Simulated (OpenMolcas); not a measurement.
Predicting a hybrid from its neighbours: HO2 (hydroperoxy)

HO2 has 3 atoms, charge 0, and is taken as a doublet. SMILES: `[O]O`. The coordinates come from a PBE0-D4/def2-TZVP relaxation.

The dipole moment y, in D, basis def2-TZVPPD; a is the functional's share of exact exchange. Programs: OpenMolcas 26.06.

```
functional     program     a  y (D)
  U-revPBE  OpenMolcas     0   2.21
      UPBE  OpenMolcas     0   2.24
    UB3LYP  OpenMolcas   0.2   2.22
     UPBE0  OpenMolcas  0.25      ?
    UBHLYP  OpenMolcas   0.5   2.14
```

Task: Fit y = c + s·a to the known rows and predict UPBE0.

Result: 
1. Means of the 4 rows: a = 0.1750, y = 2.203.
2. Σ(Δa)² = 0.1675, Σ(Δa·Δy) = -0.02775, so the slope is -0.02775/0.1675 = -0.16567.
3. Intercept: 2.203 − (-0.16567) × 0.1750 = 2.232. The largest residual of the fit is 0.022.
4. UPBE0: 2.232 + (-0.16567) × 0.25 = 2.19 D.

The run gave 2.20 D, so the prediction is off by -0.01 D, within the scatter of the fit.

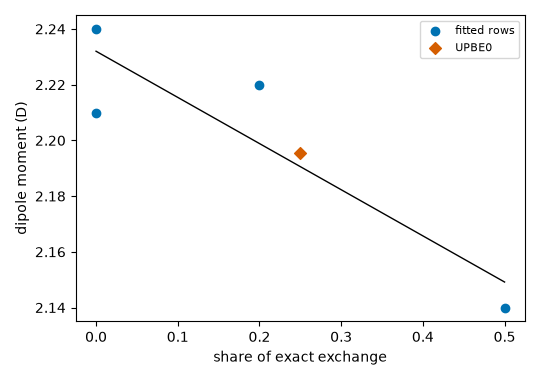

The fitted line, with the withheld row.
